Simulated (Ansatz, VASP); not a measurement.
# MnF2 in two plane-wave programs, part 2 of 2

One calculation is typed for both programs; each brings its own data sets and cutoff. How far apart do they land?

VASP 6.6.1 and Ansatz 0.2.0.

So far. Step 2 (VASP: single point, PBE): The run ends at a pressure of 1.66 GPa, with forces up to 0.10 eV/Å. Step 3 (Ansatz: single point, PBE): The run ends at a pressure of 2.65 GPa, with forces up to 0.10 eV/Å.

### 4. Side by side

Known differences besides the PAW data sets themselves: the data sets hold 58 valence electrons in Ansatz (default PAW (the set named soft_2) files) and 42 in VASP; the cutoff is 420 eV in Ansatz and 480 eV in VASP; site moments are counted in spheres of each program's own size. Total energies have different zeros and are not compared.

Compared:

```
              quantity  Ansatz   VASP  difference
        pressure (GPa)    2.65   1.66       +1.00
gap on the k mesh (eV)   2.166  2.229      -0.063
    moment on Mn1 (μB)    4.15   4.52       -0.38
    moment on Mn2 (μB)   -4.15  -4.52       +0.38
```

Forces (eV/Å; atoms numbered as in POSCAR):

```
atom         Ansatz x, y, z           VASP x, y, z
 Mn1    0.000, 0.000, 0.000    0.000, 0.000, 0.000
 Mn2    0.000, 0.000, 0.000    0.000, 0.000, 0.000
  F3   -0.074, 0.074, 0.000   -0.074, 0.074, 0.000
  F4    0.074, 0.074, 0.000    0.074, 0.074, 0.000
  F5   0.074, -0.074, 0.000   0.074, -0.074, 0.000
  F6  -0.074, -0.074, 0.000  -0.074, -0.074, 0.000
```

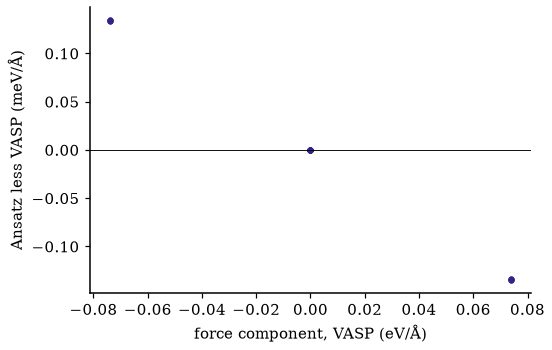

Difference of the force components against their size.

The forces differ by 0.1 meV/Å r.m.s., which is 0.2 % of the r.m.s. force of 0.05 eV/Å (both taken over all components). Ansatz's pressure holds a Pulay correction of 0.63 GPa; VASP's holds none.

### 5. VASP: single point, PBE, DFT+U

A single point gives forces, pressure and levels at one fixed geometry, so differences don't come from the geometry; what else differs is listed under the comparison.

The input, INCAR:

```
SYSTEM = MnF2
PREC = Accurate
ENCUT = 480
EDIFF = 1E-06
NELM = 150
ISMEAR = 0
SIGMA = 0.05
LREAL = .FALSE.
ALGO = Normal
GGA = PE
NBANDS = 30
ISPIN = 2
MAGMOM = 4 -4 0 0 0 0
LDAU = .TRUE.
LDAUTYPE = 2
LDAUL = 2 -1
LDAUU = 2 0
LDAUJ = 0 0
LDAUPRINT = 1
LASPH = .TRUE.
LMAXMIX = 4
LORBIT = 11
LWAVE = .FALSE.
LCHARG = .FALSE.
KPAR = 2
AMIX = 0.2
BMIX = 1E-04
AMIX_MAG = 0.8
BMIX_MAG = 1E-04
NEDOS = 1200
```

The input, POSCAR:

```
MnF2
1.0
    4.8738000000      0.0000000000      0.0000000000
    0.0000000000      4.8738000000      0.0000000000
    0.0000000000      0.0000000000      3.3107000000
Mn F
2 4
Direct
    0.5000000000      0.5000000000      0.5000000000
    0.0000000000      0.0000000000      0.0000000000
    0.8053000000      0.1947000000      0.5000000000
    0.6947000000      0.6947000000      0.0000000000
    0.1947000000      0.8053000000      0.5000000000
    0.3053000000      0.3053000000      0.0000000000
```

The input, KPOINTS:

```
Automatic mesh
0
Gamma
4 4 5
0 0 0
```

Potentials, in the order of the species: Mn and F (PBE family, release 64).

The run is started by

```console
$ mpirun -np 2 vasp_std
```

Numbers of over 12 decimals in the logs are rounded to 6 here.

Output:

```text
[... set-up lines as in an earlier step ...]
 entering main loop
       N       E                     dE             d eps       ncg     rms          rms(c)
DAV:   1     0.542159192191E+03    0.54216E+03   -0.18890E+04  2160   0.144E+03
DAV:   2     0.516095368773E+02   -0.49055E+03   -0.46024E+03  2184   0.411E+02
DAV:   3    -0.369634302065E+02   -0.88573E+02   -0.85168E+02  3024   0.202E+02
DAV:   4    -0.408785815769E+02   -0.39152E+01   -0.38976E+01  2738   0.464E+01
[...]
DAV:  14    -0.385584746836E+02   -0.10500E-04   -0.15564E-05  2528   0.291E-02    0.130E-02
DAV:  15    -0.385584768823E+02   -0.21987E-05   -0.16042E-06  2010   0.234E-02    0.207E-03
DAV:  16    -0.385584770259E+02   -0.14354E-06   -0.99314E-07  1332   0.100E-02
   1 F= -.38558477E+02 E0= -.38558477E+02  d E =-.156559E-12  mag=     0.0000
```

Parts of OUTCAR (step 5):

```text
  Total        1.2300570      1.2300570      1.3445533     -0.0000000      0.0000000      0.0000000
  in kB       25.0599729     25.0599729     27.3926078     -0.0000000      0.0000000      0.0000000
  external PRESSURE =      25.8375179 kB  Pullay stress =       0.0000000 kB

 POSITION                                       TOTAL-FORCE (eV/Angst)
 -----------------------------------------------------------------------------------
      2.43690      2.43690      1.65535         0.000000     -0.000000      0.000000
      0.00000      0.00000      0.00000         0.000000     -0.000000      0.000000
      3.92487      0.94893      1.65535        -0.057031      0.057031      0.000000
      3.38583      3.38583      0.00000         0.057031      0.057031      0.000000
      0.94893      3.92487      1.65535         0.057031     -0.057031     -0.000000
      1.48797      1.48797      0.00000        -0.057031     -0.057031     -0.000000
 -----------------------------------------------------------------------------------
    total drift:                                0.000000      0.000000     -0.000000

  FREE ENERGIE OF THE ION-ELECTRON SYSTEM (eV)
  ---------------------------------------------------
  free  energy   TOTEN  =       -38.5584770259 eV

  energy  without entropy=      -38.5584770259  energy(sigma->0) =      -38.55847703

 magnetization (x)
# of ion       s       p       d       tot
------------------------------------------
    1        0.018   0.017   4.582   4.617
    2       -0.018  -0.017  -4.582  -4.617
    3       -0.002  -0.020   0.000  -0.023
    4        0.002   0.020   0.000   0.023
    5       -0.002  -0.020   0.000  -0.023
    6        0.002   0.020   0.000   0.023
--------------------------------------------------
tot          0.000   0.000  -0.000  -0.000

[... 2 parts as in an earlier step ...]

[... 1 further part left out ...]
[key lines of the parts left out:]
E-fermi :   1.3090
```

The run ends at a pressure of 2.58 GPa, with forces up to 0.081 eV/Å.

### 6. Ansatz: single point, PBE, DFT+U

The same cell, functional, mesh and smearing now go to Ansatz, which takes its cutoff from its data sets.

The input, input.yaml:

```yaml
crystal:
  lattice:
    - [4.8738, 0.0, 0.0]
    - [0.0, 4.8738, 0.0]
    - [0.0, 0.0, 3.3107]
  atoms:
    - { symbol: Mn, position: [0.5, 0.5, 0.5], spin: 4.0 }
    - { symbol: Mn, position: [0.0, 0.0, 0.0], spin: -4.0 }
    - { symbol: F, position: [0.8053, 0.1947, 0.5] }
    - { symbol: F, position: [0.6947, 0.6947, 0.0] }
    - { symbol: F, position: [0.1947, 0.8053, 0.5] }
    - { symbol: F, position: [0.3053, 0.3053, 0.0] }
hamiltonian:
  xc: pbe
  pseudopotentials: { kind: paw }
  hubbard: { sites: [{ species: Mn, l: d, u_eff: 2.0 }] }
magnetization:
  spin_polarized: true
kpoints:
  mp_grid: { grid: [4, 4, 5] }
scf:
  occupations: { method: gaussian, width: 0.05 }
  n_extra_bands: 11
output:
  forces: true
  stress: true
  eigenvalues: true
  write_density: true
  write_potential: true
  elf: true
  volumetric_format: npy
```

The run is started by

```console
$ ansatz run input.yaml --threads 4 --pin off --max-ram 9216MiB --backend cpu --events-out ev --progress --plain --runs-dir out
```

Output:

```text
Mn: projections on atomic orbitals take those of the free atom [Ne] 3s2 3p6 3d5 4s2, of charge +0.00 (hamiltonian.pseudopotentials.projection_atoms); the dataset's partial waves leave at most 9.0e-7 of an orbital's norm unspanned inside its sphere
[...]
k-point 1 ↑: bands = [... 25 lower, 4.4059, 4.4210, 5.5231, 5.6131, 9.8800, 10.3312, 10.5302, 10.5434, ... 7 higher]
  k-point 2 ↑: bands = [... 25 lower, 4.3343, 4.6473, 5.3280, 5.5636, 10.3996, 10.4473, 10.4782, 11.1185, ... 7 higher]
  k-point 20 ↓: bands = [... 25 lower, 4.2389, 4.4963, 5.3216, 5.7321, 10.3862, 10.4276, 10.5780, 11.0470, ... 7 higher]
Occupation matrices written to <dir>
[key lines of the parts left out:]
SCF converged after 12 iterations
Magnetization: 0.0000 μB (29.0000 up, 29.0000 down)
Free energy (F): -11033.537941 eV
Fermi energy:    7.443564 eV
P = ⅓ Tr σ = 4.1483 GPa (41.483 kbar)
```

Run time: 5.3 s. Hardware: 4 threads of Arm Neoverse V1, shared host; peak memory 0.55 GiB; 16 s of CPU time.

The run ends at a pressure of 4.15 GPa, with forces up to 0.082 eV/Å.

### 7. Differences

What differs besides the data sets and the points named for the pairs above, as far as they apply: U acts on the PAW sphere in VASP and on atomic orbitals in Ansatz, so only states and trends compare. Total energies have different zeros and are not compared.

Both answers:

```
              quantity  Ansatz   VASP  difference
        pressure (GPa)    4.15   2.58       +1.56
gap on the k mesh (eV)   2.977  2.979      -0.002
    moment on Mn1 (μB)    4.20   4.62       -0.42
    moment on Mn2 (μB)   -4.20  -4.62       +0.42
```

Forces (eV/Å; atoms numbered as in POSCAR):

```
atom         Ansatz x, y, z           VASP x, y, z
 Mn1    0.000, 0.000, 0.000    0.000, 0.000, 0.000
 Mn2    0.000, 0.000, 0.000    0.000, 0.000, 0.000
  F3   -0.058, 0.058, 0.000   -0.057, 0.057, 0.000
  F4    0.058, 0.058, 0.000    0.057, 0.057, 0.000
  F5   0.058, -0.058, 0.000   0.057, -0.057, 0.000
  F6  -0.058, -0.058, 0.000  -0.057, -0.057, 0.000
```

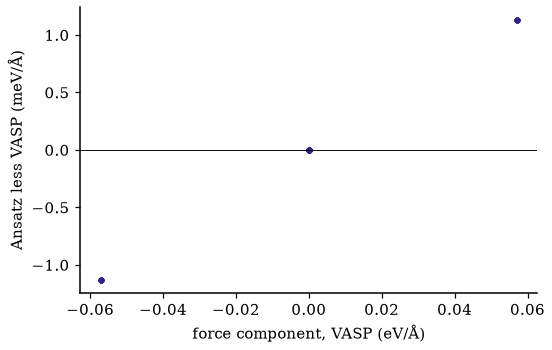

Difference of the force components against their size.

The forces differ by 0.8 meV/Å r.m.s., which is 2.0 % of the r.m.s. force of 0.04 eV/Å (both taken over all components). Ansatz's pressure holds a Pulay correction of 0.63 GPa; VASP's holds none.

### 8. Summary of results

| Item | Value |
| --- | --- |
| difference in gap on the k mesh (single point, PBE) | -0.063 eV |
| difference in pressure (single point, PBE) | 1.00 GPa |
| difference in moment on Mn1 (single point, PBE, DFT+U) | -0.42 μB |

**Reading.** The difference in pressure is 1.00 GPa (single point, PBE), at about the 1 GPa picked in this series as the mark of a large difference. How closely two codes agree says nothing of how well the functional describes the real material.

[Lines on the potential files, build, host, timing and source positions are cut from VASP's logs without a mark.]

[Logs are printed without paths, hosts, clocks, repeated set-up lines and the standing remarks that a program may print on its own settings, such as how far it seeks lower states.]

[Hosts, paths, dates, database ids (printed as entryN), source tags and the programs' standing remarks are cut or masked in the printed files.]
